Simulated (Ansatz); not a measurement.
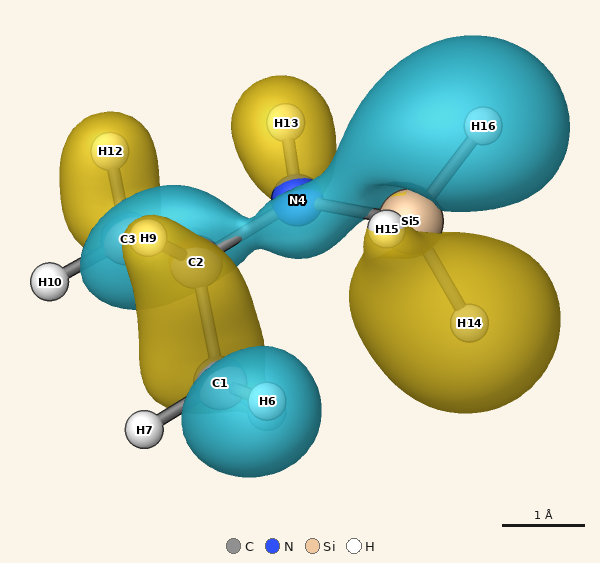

C3H11NSi (SMILES CC(C)N[SiH3]). The HOMO−1 at ±0.08 Å⁻³ᐟ² (yellow and cyan are the two phases), seen at a tilt.

Geometry: PBE0-D4/def2-TZVP.

Level of theory: RKS PBE0-D4/def2-TZVPP (Ansatz 0.2.0).

Input file:

```
crystal:
  periodic: [false, false, false]
  atoms:
    - {symbol: C, position_ang: [0.212056, 0.510303, -1.362300]}
    - {symbol: C, position_ang: [0.634600, 0.260874, 0.074156]}
    - {symbol: C, position_ang: [1.884232, -0.599263, 0.134197]}
    - {symbol: N, position_ang: [-0.442129, -0.385860, 0.809776]}
    - {symbol: Si, position_ang: [-2.108424, 0.032651, 0.732944]}
    - {symbol: H, position_ang: [-0.668535, 1.157153, -1.419569]}
    - {symbol: H, position_ang: [1.014481, 1.003300, -1.914727]}
    - {symbol: H, position_ang: [-0.027039, -0.433193, -1.859805]}
    - {symbol: H, position_ang: [0.874903, 1.238224, 0.524771]}
    - {symbol: H, position_ang: [2.716739, -0.114240, -0.380771]}
    - {symbol: H, position_ang: [1.699511, -1.569005, -0.335332]}
    - {symbol: H, position_ang: [2.190443, -0.775140, 1.169502]}
    - {symbol: H, position_ang: [-0.133243, -0.770779, 1.689366]}
    - {symbol: H, position_ang: [-2.726611, -0.365399, -0.559947]}
    - {symbol: H, position_ang: [-2.378082, 1.493963, 0.899788]}
    - {symbol: H, position_ang: [-2.765903, -0.705990, 1.842451]}
basis:
  gaussian: {orbitals: def2-TZVPP}
hamiltonian: {xc: pbe0, dispersion: d4}
output: {orbitals: {seedname: orbitals}}
```

Command:

```sh
ansatz run in.yaml --threads 4 --pin off --events-out ev --progress --plain --max-ram 11315MiB
```

> What is the character of this orbital?

By Hirshfeld shares it lies mainly on Si5 (about 30 %), H14 (about 20 %), H16 (about 15 %), C1 (about 10 %) and C2 (about 5 %). Its energy is −9.29 eV.
